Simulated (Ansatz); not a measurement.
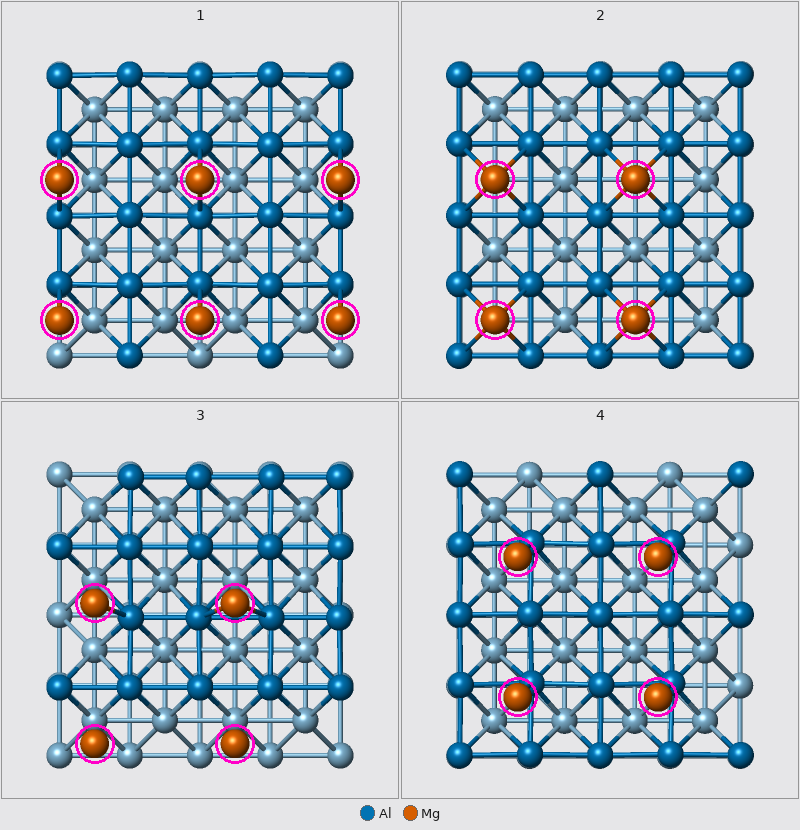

Mg on an Al(100) slab cut from the Fm-3m phase, its upper half relaxed before the scan (12 atoms of substrate and one adsorbate in a 2 × 2 cell). Mg is moved over the surface cell; relaxed at each place: the height of the adsorbate's atoms and the top layer of the substrate; the origin of the map has the adsorbate above Al9. Places are given modulo a cell vector. The map is drawn in real space over the plane of the surface. The scan uses a 6 × 6 grid; 10 points were computed and 26 follow by symmetry. Places are given in fractions of the 1 × 1 surface cell. Energies: eV, counted from the lowest grid point. Method: DFT PBE, scalar-relativistic, plane waves, PAW in Ansatz 0.2.0. Settings: cutoff 420 eV, k-mesh 5×5×1, gaussian smearing 0.1 eV, no spin polarisation.

The numbered pictures are structures from this grid. Rings mark the moved atoms.

> Rank them by energy, lowest first.

2, at a fourfold hollow over a second-layer Al atom, (3/6, 3/6) of the cell vectors: 0.000 eV; 3, at (3/6, 1/6) of the cell vectors [nearest 2 Al at 2.78 Å]: 0.275 eV; 1, at a bridge site between two Al atoms, (0/6, 3/6) of the cell vectors: 0.357 eV; 4, at (5/6, 5/6) of the cell vectors [nearest 1 Al at 2.68 Å]: 0.461 eV.

The map, with the structures marked:

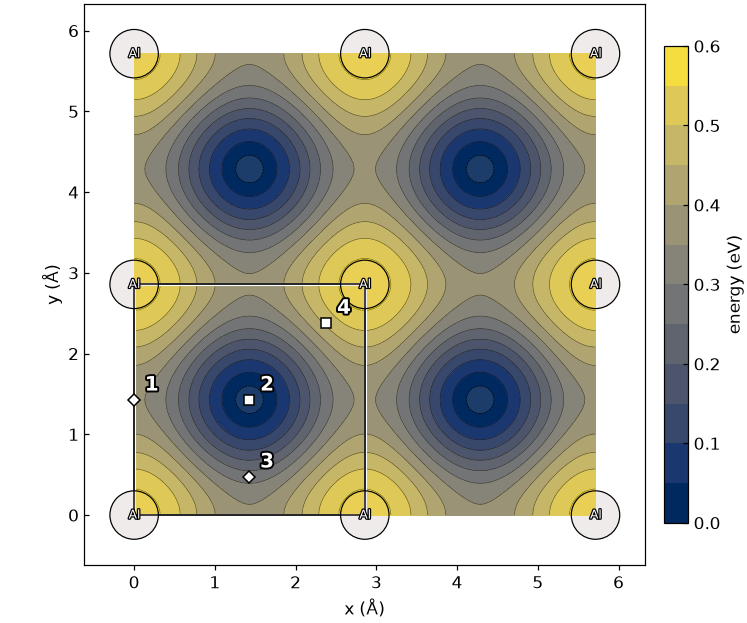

In the figure: filled contours, labelled circles for the atoms of the top layer and small ones for the second layer, the outline of one cell of the 2 × 2 shown. Between grid points the surface is interpolated.
